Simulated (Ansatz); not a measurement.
# AlH5O3Si: up Jacob's ladder to CCSD(T), part 1 of 2

Aim: compute AlH5O3Si with functionals from several rungs and with coupled cluster. The yardstick is the atomisation energy at the CCSD(T) limit.

The runs use Ansatz 0.2.0, Gaussian basis; functionals in def2-TZVPP, the program's frozen cores in correlated methods.

The runs, in order: LDA (SPW92), PBE-D4, revPBE-D4, BLYP-D4, r2SCAN-D4, B97M-V, PBE0-D4, B3LYP-D4, r2SCANh-D4, r2SCAN0-D4, HSE06-D4, BHLYP-D4, CAM-B3LYP-D4, LC-ωPBE, ωB97X-V, ωB97M-V, B2PLYP, PBE-QIDH; CCSD(T)/def2-SVP; CCSD(T)/def2-TZVPP; MP2/def2-QZVPP; extrapolation to the limit; RPA on PBE.

**1. Structure used throughout**

The geometry comes from an earlier relaxation with PBE0-D4 in a triple-zeta def2 set; it is a stationary point, not always the lowest conformer.

SMILES `[OH][Al]([OH])[O][SiH3]`, 10 atoms, charge 0, spin multiplicity 1.

Atoms are counted from 1 here; the program's logs count them from 0.

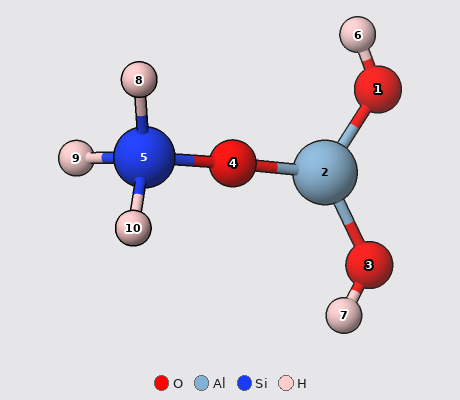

The structure; oxygen red, aluminium light blue, silicon blue, hydrogen pink; atoms are numbered from 1 in the order of the file.

**2. LDA**

This LDA is Slater exchange with PW92 correlation.

The input, in.yaml:

```yaml
crystal:
  periodic: [false, false, false]
  atoms:
    - {symbol: O, position_ang: [0.325758, 1.394363, -2.268100]}
    - {symbol: Al, position_ang: [0.865807, 0.534301, -0.924359]}
    - {symbol: O, position_ang: [2.533629, 0.376745, -0.748864]}
    - {symbol: O, position_ang: [-0.205876, -0.132309, 0.183278]}
    - {symbol: Si, position_ang: [-1.203821, -0.766102, 1.292587]}
    - {symbol: H, position_ang: [-0.601479, 1.536179, -2.447471]}
    - {symbol: H, position_ang: [2.931119, -0.091447, -0.017552]}
    - {symbol: H, position_ang: [-2.429113, 0.067850, 1.420065]}
    - {symbol: H, position_ang: [-1.601649, -2.142966, 0.894846]}
    - {symbol: H, position_ang: [-0.531373, -0.827712, 2.618470]}
basis:
  gaussian: {orbitals: def2-TZVPP}
hamiltonian: {xc: lda}
output: {orbitals: {seedname: orbitals}}
```

The run is started by

```sh
ansatz run in.yaml --threads 4 --pin off --events-out ev --progress --plain --max-ram 10444MiB
```

Log, cut to the lines that bear on the results:

```text
Functional definition: SPW92
  name "SPW92"
  cite "Dirac, Proc. Camb. Phil. Soc. 26, 376 (1930) doi:10.1017/S0305004100016108"
  cite "Slater, Phys. Rev. 81, 385 (1951) doi:10.1103/PhysRev.81.385"
  cite "Perdew & Wang, Phys. Rev. B 45, 13244 (1992) doi:10.1103/PhysRevB.45.13244"
[...]
1305 factors; their error is unknown
[...]
mean field -20601.42166432 eV, -757.0882820188 hartree, gradient 2.7e-5 eV, S^2 0.000000; 0 other end points of the search recorded, 0 dependent functions left out
reference -20601.42170986 eV, -757.0882836923 hartree; 28, 28 occupied and 219, 219 virtual orbitals, 1305 factors
Total energy: -20601.42170986 eV, -757.0882836923 hartree
```

Run time: 1.1 s. Hardware: 4 threads of Arm Neoverse V2, shared host; peak memory 0.3 GiB.

Atomisation energy: 4249.6 kJ/mol (free atoms -20557.378 eV, run apart). HOMO -7.35 eV, LUMO -1.81 eV.

**3. PBE-D4 (GGA)**

in.yaml: that of step 2 with these lines changed.

```diff
@@ -15,3 +15,3 @@
   gaussian: {orbitals: def2-TZVPP}
-hamiltonian: {xc: lda}
-output: {orbitals: {seedname: orbitals}}
+hamiltonian: {xc: pbe, dispersion: d4}
+output: {forces: true, orbitals: {seedname: orbitals}}
```

Same command.

Log, cut to the lines that bear on the results:

```text
Functional definition: PBE
  name "PBE"
  cite "Perdew, Burke & Ernzerhof, Phys. Rev. Lett. 77, 3865 (1996) doi:10.1103/PhysRevLett.77.3865"
  parent pbe
[...]
1305 factors; their error is unknown
[...]
mean field -20691.63711065 eV, -760.4036385209 hartree, gradient 8.5e-6 eV, S^2 0.000000; 0 other end points of the search recorded, 0 dependent functions left out
[...]
Atom 6 at     2.931119    -0.091447    -0.017552 Å, force     0.188156    -0.221177     0.344580 eV/Å
Atom 7 at    -2.429113     0.067850     1.420065 Å, force    -0.140077     0.085295     0.022525 eV/Å
Atom 8 at    -1.601649    -2.142966     0.894846 Å, force    -0.049499    -0.151679    -0.035626 eV/Å
Atom 9 at    -0.531373    -0.827712     2.618470 Å, force     0.063938    -0.011777     0.152184 eV/Å
Dipole moment:    -0.178811    -0.111267     0.186690 e Å
```

It took 2.2 s on 4 threads of Arm Neoverse V2, shared host; peak memory 0.31 GiB.

With the free atoms at this level, -20652.833 eV in sum, the atomisation energy is 3762.3 kJ/mol. HOMO -7.22 eV, LUMO -1.57 eV.

**4. revPBE-D4 (GGA)**

in.yaml: that of step 3 with these lines changed.

```diff
@@ -15,3 +15,3 @@
   gaussian: {orbitals: def2-TZVPP}
-hamiltonian: {xc: pbe, dispersion: d4}
-output: {forces: true, orbitals: {seedname: orbitals}}
+hamiltonian: {xc: {name: revPBE}, dispersion: d4}
+output: {orbitals: {seedname: orbitals}}
```

Same command.

Log, cut to the lines that bear on the results:

```text
Functional definition: revPBE
  name "revPBE"
  cite "Zhang & Yang, Phys. Rev. Lett. 80, 890 (1998) doi:10.1103/PhysRevLett.80.890"
  cite "Perdew, Burke & Ernzerhof, Phys. Rev. Lett. 77, 3865 (1996) doi:10.1103/PhysRevLett.77.3865"
[...]
1305 factors; their error is unknown
[...]
mean field -20700.77045826 eV, -760.7392828550 hartree, gradient 3.5e-5 eV, S^2 0.000000; 0 other end points of the search recorded, 0 dependent functions left out
reference -20700.77051909 eV, -760.7392850903 hartree; 28, 28 occupied and 219, 219 virtual orbitals, 1305 factors
Total energy: -20701.30356779 eV, -760.7588742689 hartree
```

Run time: 1.8 s. Hardware: 4 threads of Arm Neoverse V2, shared host; peak memory 0.31 GiB.

With the free atoms at this level, -20663.340 eV in sum, the atomisation energy is 3662.9 kJ/mol. HOMO -7.17 eV, LUMO -1.43 eV.

**5. BLYP-D4 (GGA)**

in.yaml: that of step 4 with these lines changed.

```diff
@@ -15,3 +15,3 @@
   gaussian: {orbitals: def2-TZVPP}
-hamiltonian: {xc: {name: revPBE}, dispersion: d4}
+hamiltonian: {xc: {name: BLYP}, dispersion: d4}
 output: {orbitals: {seedname: orbitals}}
```

Same command.

Log, cut to the lines that bear on the results:

```text
Functional definition: BLYP
  name "BLYP"
  cite "Becke, Phys. Rev. A 38, 3098 (1988) doi:10.1103/PhysRevA.38.3098"
  cite "Lee, Yang & Parr, Phys. Rev. B 37, 785 (1988) doi:10.1103/PhysRevB.37.785"
[...]
1305 factors; their error is unknown
[...]
mean field -20705.33460259 eV, -760.9070120654 hartree, gradient 2.9e-5 eV, S^2 0.000000; 0 other end points of the search recorded, 0 dependent functions left out
reference -20705.33499121 eV, -760.9070263468 hartree; 28, 28 occupied and 219, 219 virtual orbitals, 1305 factors
Total energy: -20705.74339668 eV, -760.9220349711 hartree
```

Wall time 1.9 s (4 threads of Arm Neoverse V2, shared host); peak memory 0.31 GiB.

Atomisation energy: 3745.9 kJ/mol (free atoms -20666.920 eV, run apart). HOMO -7.14 eV, LUMO -1.53 eV.

**6. r2SCAN-D4 (meta-GGA)**

in.yaml: that of step 5 with these lines changed.

```diff
@@ -15,3 +15,3 @@
   gaussian: {orbitals: def2-TZVPP}
-hamiltonian: {xc: {name: BLYP}, dispersion: d4}
-output: {orbitals: {seedname: orbitals}}
+hamiltonian: {xc: r2scan, dispersion: d4}
+output: {forces: true, orbitals: {seedname: orbitals}}
```

Same command.

Log, cut to the lines that bear on the results:

```text
Functional definition: r2SCAN
  name "r2SCAN"
  cite "Furness, Kaplan, Ning, Perdew & Sun, J. Phys. Chem. Lett. 11, 8208 (2020) doi:10.1021/acs.jpclett.0c02405"
  cite "Furness, Kaplan, Ning, Perdew & Sun, J. Phys. Chem. Lett. 11, 9248 (2020) doi:10.1021/acs.jpclett.0c03077"
  parent r2scan
[...]
1305 factors; their error is unknown
[...]
Atom 6 at     2.931119    -0.091447    -0.017552 Å, force     0.019826    -0.006673     0.009171 eV/Å
Atom 7 at    -2.429113     0.067850     1.420065 Å, force     0.021526    -0.023620     0.004954 eV/Å
Atom 8 at    -1.601649    -2.142966     0.894846 Å, force     0.003177     0.029491     0.016331 eV/Å
Atom 9 at    -0.531373    -0.827712     2.618470 Å, force    -0.022814    -0.002979    -0.022647 eV/Å
Dipole moment:    -0.191171    -0.118978     0.199680 e Å
```

It took 4.2 s on 4 threads of Arm Neoverse V2, shared host; peak memory 0.34 GiB.

Atomisation energy: 3771.5 kJ/mol (free atoms -20662.894 eV, run apart). HOMO -7.59 eV, LUMO -1.08 eV.

**7. B97M-V (meta-GGA)**

in.yaml: that of step 6 with these lines changed.

```diff
@@ -15,3 +15,3 @@
   gaussian: {orbitals: def2-TZVPP}
-hamiltonian: {xc: r2scan, dispersion: d4}
-output: {forces: true, orbitals: {seedname: orbitals}}
+hamiltonian: {xc: {name: B97M-V}}
+output: {orbitals: {seedname: orbitals}}
```

Launched as before.

Log, cut to the lines that bear on the results:

```text
Functional definition: B97M-V
  name "B97M-V"
  cite "Mardirossian & Head-Gordon, J. Chem. Phys. 142, 074111 (2015) doi:10.1063/1.4907719"
  cite "Becke, J. Chem. Phys. 107, 8554 (1997) doi:10.1063/1.475007"
  cite "Vydrov & Van Voorhis, J. Chem. Phys. 133, 244103 (2010) doi:10.1063/1.3521275"
  # Of w^i u^j: cxij and so on, Table III.
[...]
  gx(w, u) = cx00 + cx01*u + cx02*u^2 + (cx10 + cx11*u)*w
[...]
  gos(w, u) = cos00 + cos01*u + cos03*u^3 + cos10*w + cos32*w^3*u^2
[...]
      + integral(e_c_pw_mod_opposite_spin*gos(b97_w_opposite, b97_u_opposite)) + vv10(b, c)
1305 factors; their error is unknown
[...]
mean field -20700.79128619 eV, -760.7400482671 hartree, gradient 1.9e-5 eV, S^2 0.000000; 0 other end points of the search recorded, 0 dependent functions left out
reference -20700.79135952 eV, -760.7400509621 hartree; 28, 28 occupied and 219, 219 virtual orbitals, 1305 factors
Total energy: -20700.79135952 eV, -760.7400509621 hartree
```

Wall time 8 s (4 threads of Arm Neoverse V2, shared host); peak memory 0.4 GiB.

Atomisation energy: 3764.7 kJ/mol (free atoms -20661.773 eV, run apart). HOMO -7.69 eV, LUMO -1.46 eV.

**8. PBE0-D4 (hybrid)**

in.yaml: that of step 7 with these lines changed.

```diff
@@ -15,3 +15,3 @@
   gaussian: {orbitals: def2-TZVPP}
-hamiltonian: {xc: {name: B97M-V}}
+hamiltonian: {xc: pbe0, dispersion: d4}
 output: {orbitals: {seedname: orbitals}}
```

Launched as before.

Log, cut to the lines that bear on the results:

```text
Functional definition: PBE0
  name "PBE0"
  cite "Adamo & Barone, J. Chem. Phys. 110, 6158 (1999) doi:10.1063/1.478522"
  cite "Perdew, Burke & Ernzerhof, Phys. Rev. Lett. 77, 3865 (1996) doi:10.1103/PhysRevLett.77.3865"
  parent pbe
[...]
1339 factors; their error is unknown
[...]
mean field -20693.12945626 eV, -760.4584812105 hartree, gradient 1.6e-5 eV, S^2 0.000000; 0 other end points of the search recorded, 0 dependent functions left out
reference -20693.12949248 eV, -760.4584825417 hartree; 28, 28 occupied and 219, 219 virtual orbitals, 1339 factors
Total energy: -20693.29128665 eV, -760.4644283677 hartree
```

It took 2.8 s on 4 threads of Arm Neoverse V2, shared host; peak memory 0.6 GiB.

With the free atoms at this level, -20655.060 eV in sum, the atomisation energy is 3688.8 kJ/mol. HOMO -8.73 eV, LUMO -0.71 eV.

**9. B3LYP-D4 (hybrid)**

B3LYP here takes the VWN-RPA correlation.

in.yaml: that of step 8 with these lines changed.

```diff
@@ -15,3 +15,3 @@
   gaussian: {orbitals: def2-TZVPP}
-hamiltonian: {xc: pbe0, dispersion: d4}
-output: {orbitals: {seedname: orbitals}}
+hamiltonian: {xc: {name: B3LYP}, dispersion: d4}
+output: {forces: true, orbitals: {seedname: orbitals}}
```

Same command.

Log, cut to the lines that bear on the results:

```text
Functional definition: B3LYP
  name "B3LYP"
  cite "Stephens, Devlin, Chabalowski & Frisch, J. Phys. Chem. 98, 11623 (1994) doi:10.1021/j100096a001"
  cite "Becke, Phys. Rev. A 38, 3098 (1988) doi:10.1103/PhysRevA.38.3098"
  cite "Lee, Yang & Parr, Phys. Rev. B 37, 785 (1988) doi:10.1103/PhysRevB.37.785"
  cite "Vosko, Wilk & Nusair, Can. J. Phys. 58, 1200 (1980) doi:10.1139/p80-159"
[...]
1332 factors; their error is unknown
[...]
Atom 6 at     2.931119    -0.091447    -0.017552 Å, force     0.060133    -0.014649     0.020201 eV/Å
Atom 7 at    -2.429113     0.067850     1.420065 Å, force     0.073448    -0.052802    -0.005251 eV/Å
Atom 8 at    -1.601649    -2.142966     0.894846 Å, force     0.022710     0.084783     0.026864 eV/Å
Atom 9 at    -0.531373    -0.827712     2.618470 Å, force    -0.043844     0.002389    -0.079332 eV/Å
Dipole moment:    -0.205520    -0.127883     0.215407 e Å
```

It took 4.2 s on 4 threads of Arm Neoverse V2, shared host; peak memory 0.66 GiB.

With the free atoms at this level, -20669.205 eV in sum, the atomisation energy is 3744.6 kJ/mol. HOMO -8.52 eV, LUMO -1.02 eV.

**10. r2SCANh-D4 (hybrid)**

in.yaml: that of step 9 with these lines changed.

```diff
@@ -15,3 +15,3 @@
   gaussian: {orbitals: def2-TZVPP}
-hamiltonian: {xc: {name: B3LYP}, dispersion: d4}
-output: {forces: true, orbitals: {seedname: orbitals}}
+hamiltonian: {xc: {name: r2SCANh}, dispersion: d4}
+output: {orbitals: {seedname: orbitals}}
```

The command is unchanged.

Log, cut to the lines that bear on the results:

```text
Functional definition: r2SCANh
  name "r2SCANh"
  cite "Bursch, Neugebauer, Ehlert & Grimme, J. Chem. Phys. 156, 134105 (2022) doi:10.1063/5.0086040"
  cite "Furness, Kaplan, Ning, Perdew & Sun, J. Phys. Chem. Lett. 11, 8208 (2020) doi:10.1021/acs.jpclett.0c02405"
  cite "Furness, Kaplan, Ning, Perdew & Sun, J. Phys. Chem. Lett. 11, 9248 (2020) doi:10.1021/acs.jpclett.0c03077"
  parent r2scan
[...]
1305 factors; their error is unknown
[...]
mean field -20701.46359215 eV, -760.7647550555 hartree, gradient 3.4e-5 eV, S^2 0.000000; 0 other end points of the search recorded, 0 dependent functions left out
reference -20701.46360603 eV, -760.7647555654 hartree; 28, 28 occupied and 219, 219 virtual orbitals, 1305 factors
Total energy: -20701.51485242 eV, -760.7666388356 hartree
```

Wall time 4.4 s (4 threads of Arm Neoverse V2, shared host); peak memory 0.62 GiB.

With the free atoms at this level, -20662.768 eV in sum, the atomisation energy is 3738.5 kJ/mol. HOMO -8.15 eV, LUMO -0.81 eV.

**11. r2SCAN0-D4 (hybrid)**

in.yaml: that of step 10 with these lines changed.

```diff
@@ -15,3 +15,3 @@
   gaussian: {orbitals: def2-TZVPP}
-hamiltonian: {xc: {name: r2SCANh}, dispersion: d4}
+hamiltonian: {xc: {name: r2SCAN0}, dispersion: d4}
 output: {orbitals: {seedname: orbitals}}
```

The command is unchanged.

Log, cut to the lines that bear on the results:

```text
Functional definition: r2SCAN0
  name "r2SCAN0"
  cite "Bursch, Neugebauer, Ehlert & Grimme, J. Chem. Phys. 156, 134105 (2022) doi:10.1063/5.0086040"
  cite "Furness, Kaplan, Ning, Perdew & Sun, J. Phys. Chem. Lett. 11, 8208 (2020) doi:10.1021/acs.jpclett.0c02405"
  cite "Furness, Kaplan, Ning, Perdew & Sun, J. Phys. Chem. Lett. 11, 9248 (2020) doi:10.1021/acs.jpclett.0c03077"
  parent r2scan
[...]
1339 factors; their error is unknown
[...]
mean field -20700.78904033 eV, -760.7399657333 hartree, gradient 2.5e-5 eV, S^2 0.000000; 0 other end points of the search recorded, 0 dependent functions left out
reference -20700.78905235 eV, -760.7399661752 hartree; 28, 28 occupied and 219, 219 virtual orbitals, 1339 factors
Total energy: -20700.84576426 eV, -760.7420502993 hartree
```

Wall time 4.9 s (4 threads of Arm Neoverse V2, shared host); peak memory 0.62 GiB.

Atomisation energy: 3690.8 kJ/mol (free atoms -20662.593 eV, run apart). HOMO -8.99 eV, LUMO -0.42 eV.

**12. HSE06-D4 (hybrid)**

HSE06 is the plane-wave form, built on full-range PBE exchange.

in.yaml: that of step 11 with these lines changed.

```diff
@@ -15,3 +15,3 @@
   gaussian: {orbitals: def2-TZVPP}
-hamiltonian: {xc: {name: r2SCAN0}, dispersion: d4}
+hamiltonian: {xc: hse06, dispersion: d4}
 output: {orbitals: {seedname: orbitals}}
```

Launched as before.

Log, cut to the lines that bear on the results:

```text
Functional definition: HSE06
  name "HSE06"
  cite "Heyd, Scuseria & Ernzerhof, J. Chem. Phys. 118, 8207 (2003) doi:10.1063/1.1564060"
  cite "Krukau, Vydrov, Izmaylov & Scuseria, J. Chem. Phys. 125, 224106 (2006) doi:10.1063/1.2404663"
  cite "Heyd & Scuseria, J. Chem. Phys. 120, 7274 (2004) doi:10.1063/1.1668634"
  cite "Ernzerhof & Perdew, J. Chem. Phys. 109, 3313 (1998) doi:10.1063/1.476928"
[...]
1339 factors; their error is unknown
118 factors; integrals over basis functions are off by at most 1.1e-6 eV
[...]
mean field -20692.50502272 eV, -760.4355337014 hartree, gradient 1.8e-5 eV, S^2 0.000000; 0 other end points of the search recorded, 0 dependent functions left out
reference -20692.50507098 eV, -760.4355354746 hartree; 28, 28 occupied and 219, 219 virtual orbitals, 1339 factors
Total energy: -20692.65707789 eV, -760.4411216258 hartree
```

Run time: 3 s. Hardware: 4 threads of Arm Neoverse V2, shared host; peak memory 0.62 GiB.

With the free atoms at this level, -20654.403 eV in sum, the atomisation energy is 3691.0 kJ/mol. HOMO -8.33 eV, LUMO -1.08 eV.

**13. BHLYP-D4 (hybrid)**

in.yaml: that of step 12 with these lines changed.

```diff
@@ -15,3 +15,3 @@
   gaussian: {orbitals: def2-TZVPP}
-hamiltonian: {xc: hse06, dispersion: d4}
+hamiltonian: {xc: {name: BHLYP}, dispersion: d4}
 output: {orbitals: {seedname: orbitals}}
```

Launched as before.

Log, cut to the lines that bear on the results:

```text
Functional definition: BHLYP
  name "BHLYP"
  cite "Becke, J. Chem. Phys. 98, 1372 (1993) doi:10.1063/1.464304"
  cite "Becke, Phys. Rev. A 38, 3098 (1988) doi:10.1103/PhysRevA.38.3098"
  cite "Lee, Yang & Parr, Phys. Rev. B 37, 785 (1988) doi:10.1103/PhysRevB.37.785"
[...]
1441 factors; their error is unknown
[...]
mean field -20703.63319478 eV, -760.8444864817 hartree, gradient 5.3e-5 eV, S^2 0.000000; 0 other end points of the search recorded, 0 dependent functions left out
reference -20703.63338921 eV, -760.8444936266 hartree; 28, 28 occupied and 219, 219 virtual orbitals, 1441 factors
Total energy: -20703.88055123 eV, -760.8535766634 hartree
```

It took 2.8 s on 4 threads of Arm Neoverse V2, shared host; peak memory 0.61 GiB.

With the free atoms at this level, -20666.238 eV in sum, the atomisation energy is 3631.9 kJ/mol. HOMO -10.17 eV, LUMO 0.01 eV.

**14. CAM-B3LYP-D4 (range-separated)**

in.yaml: that of step 13 with these lines changed.

```diff
@@ -15,3 +15,3 @@
   gaussian: {orbitals: def2-TZVPP}
-hamiltonian: {xc: {name: BHLYP}, dispersion: d4}
+hamiltonian: {xc: {name: CAM-B3LYP}, dispersion: d4}
 output: {orbitals: {seedname: orbitals}}
```

Launched as before.

Log, cut to the lines that bear on the results:

```text
Functional definition: CAM-B3LYP
  name "CAM-B3LYP"
  cite "Yanai, Tew & Handy, Chem. Phys. Lett. 393, 51 (2004) doi:10.1016/j.cplett.2004.06.011"
  cite "Iikura, Tsuneda, Yanai & Hirao, J. Chem. Phys. 115, 3540 (2001) doi:10.1063/1.1383587"
  cite "Becke, Phys. Rev. A 38, 3098 (1988) doi:10.1103/PhysRevA.38.3098"
  cite "Lee, Yang & Parr, Phys. Rev. B 37, 785 (1988) doi:10.1103/PhysRevB.37.785"
[...]
  # Exact exchange under (alpha + beta erf(omega r))/r, Becke's under what is left of 1/r.
[...]
1327 factors; their error is unknown
330 factors; integrals over basis functions are off by at most 1.7e-5 eV
[...]
mean field -20704.96760992 eV, -760.8935253335 hartree, gradient 3.1e-5 eV, S^2 0.000000; 0 other end points of the search recorded, 0 dependent functions left out
reference -20704.96775042 eV, -760.8935304967 hartree; 28, 28 occupied and 219, 219 virtual orbitals, 1327 factors
Total energy: -20705.13386271 eV, -760.8996350108 hartree
```

Wall time 3.3 s (4 threads of Arm Neoverse V2, shared host); peak memory 0.67 GiB.

With the free atoms at this level, -20665.925 eV in sum, the atomisation energy is 3783.1 kJ/mol. HOMO -10.19 eV, LUMO 0.14 eV.

**15. LC-ωPBE (range-separated)**

in.yaml: that of step 14 with these lines changed.

```diff
@@ -15,3 +15,3 @@
   gaussian: {orbitals: def2-TZVPP}
-hamiltonian: {xc: {name: CAM-B3LYP}, dispersion: d4}
+hamiltonian: {xc: {name: LC-wPBE}}
 output: {orbitals: {seedname: orbitals}}
```

Launched as before.

Log, cut to the lines that bear on the results:

```text
Functional definition: LC-wPBE
  name "LC-wPBE"
  cite "Vydrov & Scuseria, J. Chem. Phys. 125, 234109 (2006) doi:10.1063/1.2409292"
  cite "Heyd & Scuseria, J. Chem. Phys. 120, 7274 (2004) doi:10.1063/1.1668634"
  cite "Ernzerhof & Perdew, J. Chem. Phys. 109, 3313 (1998) doi:10.1063/1.476928"
  cite "Perdew, Burke & Ernzerhof, Phys. Rev. Lett. 77, 3865 (1996) doi:10.1103/PhysRevLett.77.3865"
  parent pbe
[...]
1305 factors; their error is unknown
443 factors; integrals over basis functions are off by at most 2.9e-5 eV
[...]
mean field -20698.03616682 eV, -760.6387994980 hartree, gradient 3.3e-5 eV, S^2 0.000000; 0 other end points of the search recorded, 0 dependent functions left out
reference -20698.03616683 eV, -760.6387994983 hartree; 28, 28 occupied and 219, 219 virtual orbitals, 1305 factors
Total energy: -20698.03616683 eV, -760.6387994983 hartree
```

Run time: 2.4 s. Hardware: 4 threads of Arm Neoverse V2, shared host; peak memory 0.43 GiB.

With the free atoms at this level, -20659.339 eV in sum, the atomisation energy is 3733.7 kJ/mol. HOMO -11.54 eV, LUMO 1.45 eV.

**16. ωB97X-V (range-separated)**

in.yaml: that of step 15 with these lines changed.

```diff
@@ -15,3 +15,3 @@
   gaussian: {orbitals: def2-TZVPP}
-hamiltonian: {xc: {name: LC-wPBE}}
+hamiltonian: {xc: {name: wB97X-V}}
 output: {orbitals: {seedname: orbitals}}
```

The command is unchanged.

Log, cut to the lines that bear on the results:

```text
Functional definition: wB97X-V
  name "wB97X-V"
  cite "Mardirossian & Head-Gordon, Phys. Chem. Chem. Phys. 16, 9904 (2014) doi:10.1039/C3CP54374A"
  cite "Becke, J. Chem. Phys. 107, 8554 (1997) doi:10.1063/1.475007"
  cite "Vydrov & Van Voorhis, J. Chem. Phys. 133, 244103 (2010) doi:10.1063/1.3521275"
[...]
      + integral(e_c_pw_opposite_spin*poly(b97_u_opposite, cos0, cos1)) + vv10(b, c)
1327 factors; their error is unknown
301 factors; integrals over basis functions are off by at most 1.2e-5 eV
[...]
mean field -20701.86863763 eV, -760.7796402025 hartree, gradient 6.5e-5 eV, S^2 0.000000; 0 other end points of the search recorded, 0 dependent functions left out
reference -20701.86863519 eV, -760.7796401125 hartree; 28, 28 occupied and 219, 219 virtual orbitals, 1327 factors
Total energy: -20701.86863519 eV, -760.7796401125 hartree
```

Wall time 7 s (4 threads of Arm Neoverse V2, shared host); peak memory 0.73 GiB.

With the free atoms at this level, -20662.755 eV in sum, the atomisation energy is 3773.9 kJ/mol. HOMO -11.20 eV, LUMO 1.21 eV.

(Continued in part 2 of 2.)
